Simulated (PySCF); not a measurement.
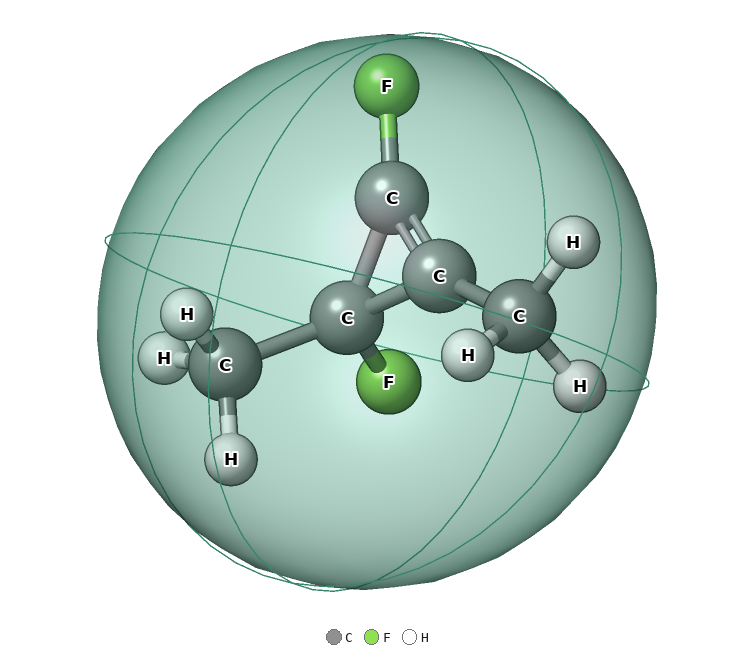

The ellipsoid shows the static dipole polarisability: its half-axes are proportional to the principal values. Computed geometry: PBE0-D3(BJ)/def2-SVP optimisation. No frequency run is at hand to confirm it as a minimum. Level of theory: PBE0/def2-TZVP (PySCF 2.14.0).

Give the principal values, the mean and the anisotropy.

Principal values 47.5, 59.2, 66.6 bohr³; mean 57.8 bohr³ (8.56 Å³); anisotropy 16.7 bohr³, so the longest axis is 1.40 times the shortest.
